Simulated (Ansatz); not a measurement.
# Molecular dynamics of HClF₂ (part 5 of 5)

Continued. System: HClF₂. Method: UKS PBE0/def2-SVP (Ansatz 0.2.0). It belongs to a series of runs on one base structure; here: dynamics from the last frame of an earlier run.

Geometry of the input (Å):
```
Cl -0.2653  -0.1489  -2.2039
H  0.5022  0.8751  -2.0079
F  0.6551  0.1810  1.2312
F  -0.4612  -0.3960  1.7489
```

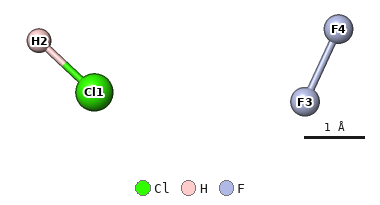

*The geometry at step 135 of the log (ball-and-stick view, seen on its broad side; atoms are numbered from 1 in the order of the input).*

### Trajectory as extended XYZ, continued
```
4
Properties=species:S:1:pos:R:3:forces:R:3 step=119 time_fs=29.8 energy=-17950.20709 temperature=2002.6
Cl   -0.2019   -0.1024   -2.2755    0.0930  -0.0393   0.0908
H    -1.1453    0.3053   -3.0409   -0.0898   0.0398  -0.0748
F     0.6255    0.0479    1.2141    0.3410   0.1165  -0.2498
F    -0.4624   -0.3194    1.9543   -0.3442  -0.1170   0.2338
4
Properties=species:S:1:pos:R:3:forces:R:3 step=120 time_fs=30.0 energy=-17950.20452 temperature=1992.8
Cl   -0.2017   -0.1016   -2.2765    0.2866  -0.1162   0.2457
H    -1.1479    0.2847   -3.0369   -0.2834   0.1167  -0.2297
F     0.6246    0.0465    1.2144    0.3878   0.1317  -0.2822
F    -0.4617   -0.3185    1.9556   -0.3909  -0.1321   0.2662
4
Properties=species:S:1:pos:R:3:forces:R:3 step=121 time_fs=30.2 energy=-17950.20024 temperature=1976.4
Cl   -0.2015   -0.1007   -2.2774    0.4758  -0.1822   0.3943
H    -1.1506    0.2640   -3.0330   -0.4728   0.1827  -0.3783
F     0.6236    0.0451    1.2147    0.4336   0.1464  -0.3142
F    -0.4610   -0.3176    1.9569   -0.4366  -0.1468   0.2982
4
Properties=species:S:1:pos:R:3:forces:R:3 step=122 time_fs=30.5 energy=-17950.19479 temperature=1955.4
Cl   -0.2013   -0.0999   -2.2783    0.6544  -0.2354   0.5316
H    -1.1536    0.2435   -3.0294   -0.6514   0.2359  -0.5157
F     0.6227    0.0437    1.2149    0.4783   0.1605  -0.3456
F    -0.4604   -0.3167    1.9582   -0.4813  -0.1609   0.3296
4
Properties=species:S:1:pos:R:3:forces:R:3 step=123 time_fs=30.8 energy=-17950.18878 temperature=1932.4
Cl   -0.2010   -0.0990   -2.2793    0.8157  -0.2745   0.6528
H    -1.1570    0.2232   -3.0261   -0.8127   0.2748  -0.6368
F     0.6218    0.0424    1.2151    0.5217   0.1741  -0.3762
F    -0.4597   -0.3158    1.9596   -0.5247  -0.1745   0.3603
4
Properties=species:S:1:pos:R:3:forces:R:3 step=124 time_fs=31.0 energy=-17950.18290 temperature=1909.8
Cl   -0.2008   -0.0982   -2.2802    0.9528  -0.2985   0.7529
H    -1.1608    0.2030   -3.0232   -0.9499   0.2989  -0.7370
F     0.6209    0.0410    1.2154    0.5637   0.1871  -0.4061
F    -0.4591   -0.3150    1.9609   -0.5666  -0.1875   0.3902
4
Properties=species:S:1:pos:R:3:forces:R:3 step=125 time_fs=31.2 energy=-17950.17781 temperature=1890.3
Cl   -0.2005   -0.0974   -2.2811    1.0596  -0.3076   0.8278
H    -1.1653    0.1830   -3.0207   -1.0567   0.3079  -0.8120
F     0.6200    0.0396    1.2156    0.6041   0.1994  -0.4351
F    -0.4585   -0.3141    1.9622   -0.6070  -0.1998   0.4192
4
Properties=species:S:1:pos:R:3:forces:R:3 step=126 time_fs=31.5 energy=-17950.17407 temperature=1875.9
Cl   -0.2002   -0.0966   -2.2820    1.1310  -0.3025   0.8744
H    -1.1704    0.1631   -3.0187   -1.1281   0.3028  -0.8585
F     0.6192    0.0383    1.2158    0.6428   0.2111  -0.4631
F    -0.4579   -0.3132    1.9636   -0.6457  -0.2114   0.4472
4
Properties=species:S:1:pos:R:3:forces:R:3 step=127 time_fs=31.8 energy=-17950.17206 temperature=1868.2
Cl   -0.1999   -0.0957   -2.2828    1.1630  -0.2849   0.8904
H    -1.1761    0.1435   -3.0172   -1.1602   0.2852  -0.8746
F     0.6183    0.0369    1.2159    0.6796   0.2220  -0.4899
F    -0.4574   -0.3123    1.9650   -0.6825  -0.2223   0.4740
4
Properties=species:S:1:pos:R:3:forces:R:3 step=128 time_fs=32.0 energy=-17950.17194 temperature=1867.7
Cl   -0.1996   -0.0949   -2.2837    1.1539  -0.2569   0.8754
H    -1.1826    0.1240   -3.0162   -1.1511   0.2572  -0.8596
F     0.6175    0.0356    1.2161    0.7144   0.2321  -0.5154
F    -0.4568   -0.3115    1.9663   -0.7172  -0.2323   0.4996
4
Properties=species:S:1:pos:R:3:forces:R:3 step=129 time_fs=32.2 energy=-17950.17361 temperature=1874.1
Cl   -0.1992   -0.0941   -2.2846    1.1034  -0.2215   0.8301
H    -1.1897    0.1046   -3.0158   -1.1007   0.2217  -0.8144
F     0.6167    0.0343    1.2162    0.7471   0.2414  -0.5396
F    -0.4563   -0.3106    1.9678   -0.7498  -0.2416   0.5238
4
Properties=species:S:1:pos:R:3:forces:R:3 step=130 time_fs=32.5 energy=-17950.17677 temperature=1886.1
Cl   -0.1989   -0.0933   -2.2854    1.0136  -0.1815   0.7569
H    -1.1975    0.0854   -3.0158   -1.0109   0.1817  -0.7412
F     0.6160    0.0330    1.2164    0.7774   0.2498  -0.5623
F    -0.4558   -0.3098    1.9692   -0.7801  -0.2501   0.5466
4
Properties=species:S:1:pos:R:3:forces:R:3 step=131 time_fs=32.8 energy=-17950.18089 temperature=1901.9
Cl   -0.1985   -0.0925   -2.2862    0.8882  -0.1402   0.6592
H    -1.2059    0.0664   -3.0163   -0.8855   0.1404  -0.6435
F     0.6152    0.0316    1.2165    0.8054   0.2574  -0.5835
F    -0.4553   -0.3089    1.9706   -0.8080  -0.2576   0.5677
4
Properties=species:S:1:pos:R:3:forces:R:3 step=132 time_fs=33.0 energy=-17950.18534 temperature=1919.0
Cl   -0.1981   -0.0917   -2.2870    0.7321  -0.1003   0.5412
H    -1.2148    0.0473   -3.0171   -0.7295   0.1005  -0.5256
F     0.6145    0.0303    1.2166    0.8308   0.2641  -0.6029
F    -0.4549   -0.3081    1.9721   -0.8334  -0.2643   0.5873
4
Properties=species:S:1:pos:R:3:forces:R:3 step=133 time_fs=33.2 energy=-17950.18948 temperature=1934.8
Cl   -0.1977   -0.0909   -2.2878    0.5516  -0.0643   0.4080
H    -1.2242    0.0284   -3.0183   -0.5490   0.0645  -0.3924
F     0.6138    0.0290    1.2167    0.8535   0.2699  -0.6207
F    -0.4544   -0.3073    1.9735   -0.8562  -0.2700   0.6050
4
Properties=species:S:1:pos:R:3:forces:R:3 step=134 time_fs=33.5 energy=-17950.19265 temperature=1946.9
Cl   -0.1973   -0.0901   -2.2886    0.3532  -0.0342   0.2645
H    -1.2339    0.0095   -3.0197   -0.3506   0.0344  -0.2489
F     0.6132    0.0277    1.2167    0.8735   0.2747  -0.6366
F    -0.4541   -0.3065    1.9750   -0.8762  -0.2749   0.6209
4
Properties=species:S:1:pos:R:3:forces:R:3 step=135 time_fs=33.8 energy=-17950.19435 temperature=1953.4
Cl   -0.1968   -0.0894   -2.2894    0.1434  -0.0112   0.1157
H    -1.2438   -0.0094   -3.0213   -0.1408   0.0114  -0.1001
F     0.6125    0.0265    1.2167    0.8907   0.2786  -0.6505
F    -0.4537   -0.3057    1.9765   -0.8933  -0.2787   0.6349
4
Properties=species:S:1:pos:R:3:forces:R:3 step=136 time_fs=34.0 energy=-17950.19419 temperature=1952.7
Cl   -0.1964   -0.0886   -2.2902   -0.0714   0.0037  -0.0341
H    -1.2538   -0.0283   -3.0229    0.0740  -0.0036   0.0496
F     0.6119    0.0252    1.2168    0.9051   0.2815  -0.6625
F    -0.4534   -0.3049    1.9781   -0.9076  -0.2817   0.6470
4
Properties=species:S:1:pos:R:3:forces:R:3 step=137 time_fs=34.2 energy=-17950.19199 temperature=1944.2
Cl   -0.1960   -0.0878   -2.2909   -0.2856   0.0105  -0.1809
H    -1.2637   -0.0472   -3.0245    0.2882  -0.0104   0.1964
F     0.6114    0.0239    1.2168    0.9164   0.2835  -0.6725
F    -0.4530   -0.3041    1.9796   -0.9190  -0.2836   0.6569
4
Properties=species:S:1:pos:R:3:forces:R:3 step=138 time_fs=34.5 energy=-17950.18772 temperature=1927.7
Cl   -0.1956   -0.0870   -2.2917   -0.4944   0.0092  -0.3214
H    -1.2735   -0.0660   -3.0260    0.4970  -0.0091   0.3369
F     0.6108    0.0227    1.2167    0.9248   0.2845  -0.6803
F    -0.4528   -0.3033    1.9812   -0.9273  -0.2846   0.6648
4
Properties=species:S:1:pos:R:3:forces:R:3 step=139 time_fs=34.8 energy=-17950.18153 temperature=1903.8
Cl   -0.1951   -0.0862   -2.2925   -0.6937   0.0004  -0.4532
H    -1.2830   -0.0849   -3.0272    0.6962  -0.0003   0.4687
F     0.6103    0.0214    1.2167    0.9301   0.2845  -0.6860
F    -0.4525   -0.3025    1.9828   -0.9327  -0.2847   0.6706
4
Properties=species:S:1:pos:R:3:forces:R:3 step=140 time_fs=35.0 energy=-17950.17372 temperature=1873.7
Cl   -0.1947   -0.0854   -2.2933   -0.8804  -0.0152  -0.5744
H    -1.2920   -0.1038   -3.0282    0.8829   0.0153   0.5898
F     0.6098    0.0202    1.2166    0.9324   0.2837  -0.6896
F    -0.4523   -0.3018    1.9844   -0.9349  -0.2838   0.6741
4
Properties=species:S:1:pos:R:3:forces:R:3 step=141 time_fs=35.2 energy=-17950.16469 temperature=1838.8
Cl   -0.1944   -0.0846   -2.2941   -1.0521  -0.0367  -0.6836
H    -1.3006   -0.1227   -3.0288    1.0546   0.0368   0.6990
F     0.6093    0.0190    1.2165    0.9316   0.2818  -0.6909
F    -0.4521   -0.3010    1.9861   -0.9342  -0.2819   0.6755
4
Properties=species:S:1:pos:R:3:forces:R:3 step=142 time_fs=35.5 energy=-17950.15489 temperature=1801.1
Cl   -0.1940   -0.0838   -2.2950   -1.2071  -0.0630  -0.7801
H    -1.3085   -0.1416   -3.0291    1.2097   0.0631   0.7954
F     0.6089    0.0177    1.2164    0.9278   0.2791  -0.6900
F    -0.4519   -0.3003    1.9877   -0.9303  -0.2792   0.6747
4
Properties=species:S:1:pos:R:3:forces:R:3 step=143 time_fs=35.8 energy=-17950.14485 temperature=1762.3
Cl   -0.1936   -0.0830   -2.2958   -1.3445  -0.0932  -0.8634
H    -1.3156   -0.1604   -3.0288    1.3470   0.0933   0.8787
F     0.6085    0.0165    1.2163    0.9209   0.2754  -0.6869
F    -0.4518   -0.2996    1.9894   -0.9235  -0.2755   0.6716
4
Properties=species:S:1:pos:R:3:forces:R:3 step=144 time_fs=36.0 energy=-17950.13506 temperature=1724.6
Cl   -0.1933   -0.0822   -2.2966   -1.4635  -0.1262  -0.9334
H    -1.3220   -0.1792   -3.0280    1.4660   0.1263   0.9487
F     0.6082    0.0153    1.2161    0.9111   0.2709  -0.6816
F    -0.4517   -0.2988    1.9911   -0.9136  -0.2710   0.6663
4
Properties=species:S:1:pos:R:3:forces:R:3 step=145 time_fs=36.2 energy=-17950.12602 temperature=1689.7
Cl   -0.1930   -0.0814   -2.2975   -1.5639  -0.1610  -0.9903
H    -1.3275   -0.1979   -3.0267    1.5664   0.1611   1.0055
F     0.6078    0.0141    1.2159    0.8983   0.2656  -0.6741
F    -0.4516   -0.2981    1.9928   -0.9008  -0.2657   0.6588
4
Properties=species:S:1:pos:R:3:forces:R:3 step=146 time_fs=36.5 energy=-17950.11816 temperature=1659.4
Cl   -0.1927   -0.0806   -2.2984   -1.6455  -0.1966  -1.0343
H    -1.3320   -0.2165   -3.0247    1.6480   0.1968   1.0495
F     0.6075    0.0130    1.2157    0.8825   0.2594  -0.6644
F    -0.4516   -0.2974    1.9946   -0.8851  -0.2595   0.6492
4
Properties=species:S:1:pos:R:3:forces:R:3 step=147 time_fs=36.8 energy=-17950.11186 temperature=1635.1
Cl   -0.1925   -0.0799   -2.2993   -1.7084  -0.2323  -1.0657
H    -1.3356   -0.2350   -3.0222    1.7110   0.2324   1.0808
F     0.6072    0.0118    1.2155    0.8640   0.2525  -0.6526
F    -0.4516   -0.2967    1.9963   -0.8666  -0.2526   0.6374
4
Properties=species:S:1:pos:R:3:forces:R:3 step=148 time_fs=37.0 energy=-17950.10742 temperature=1617.9
Cl   -0.1923   -0.0791   -2.3002   -1.7528  -0.2670  -1.0849
H    -1.3382   -0.2533   -3.0189    1.7554   0.2671   1.0999
F     0.6070    0.0106    1.2152    0.8428   0.2449  -0.6386
F    -0.4516   -0.2960    1.9981   -0.8453  -0.2450   0.6236
4
Properties=species:S:1:pos:R:3:forces:R:3 step=149 time_fs=37.2 energy=-17950.10506 temperature=1608.8
Cl   -0.1921   -0.0783   -2.3011   -1.7787  -0.2999  -1.0921
H    -1.3397   -0.2715   -3.0150    1.7813   0.3000   1.1071
F     0.6067    0.0095    1.2150    0.8189   0.2366  -0.6227
F    -0.4516   -0.2953    1.9999   -0.8215  -0.2367   0.6077
4
Properties=species:S:1:pos:R:3:forces:R:3 step=150 time_fs=37.5 energy=-17950.10489 temperature=1608.2
Cl   -0.1919   -0.0775   -2.3021   -1.7862  -0.3302  -1.0878
H    -1.3401   -0.2895   -3.0105    1.7888   0.3304   1.1027
F     0.6065    0.0083    1.2147    0.7924   0.2276  -0.6048
F    -0.4517   -0.2947    2.0018   -0.7951  -0.2277   0.5898
```
